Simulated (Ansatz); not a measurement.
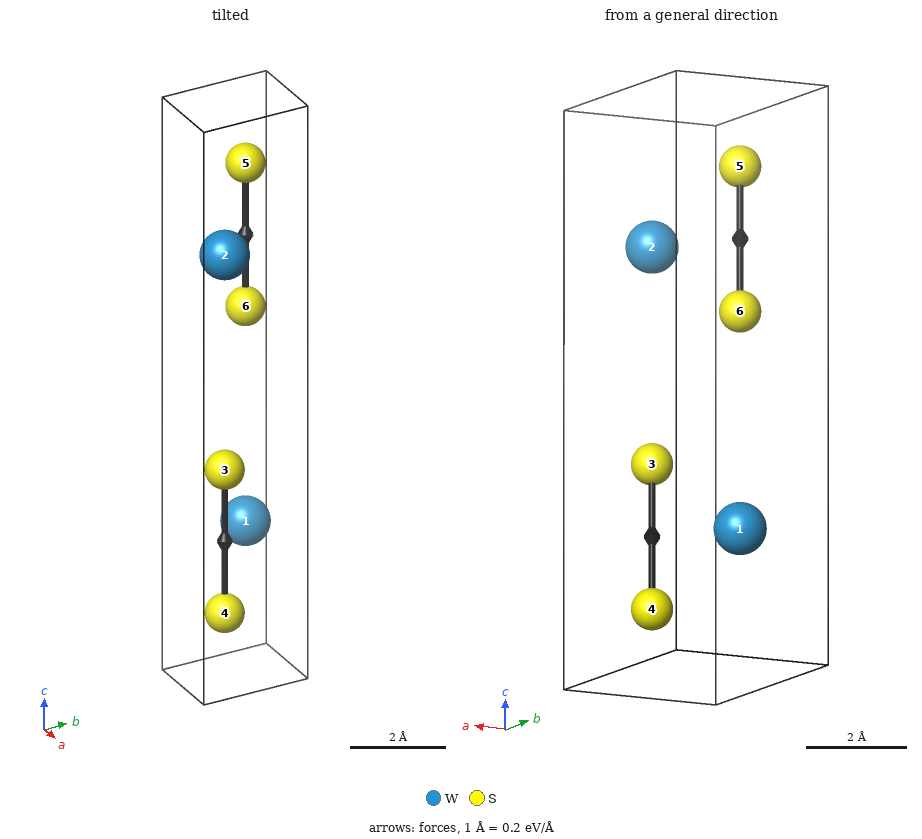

View slightly off an axis and from a general direction, drawn as a spheres-only model. The wireframe shows the simulation cell. The arrows are the computed forces on the atoms.

System: WS2. Setup: Ansatz, DFT, LDA, plane waves, PAW; wavefunction cutoff 420 eV, a 12×12×2 grid in reciprocal space, no spin polarisation.

> Is the structure at rest?

No. The atoms still feel forces of up to about 0.29 eV/Å, far above a usual threshold of 0.01 to 0.03 eV/Å.

> Find the atom with the largest force.

All S atoms, about 0.29 eV/Å.

The starting point was a structure type filled with these elements by a generator (whether the compound takes this form wasn't checked). Earlier steps of the study may have refined or changed the cell and positions. A calculation with Ansatz used it as input.
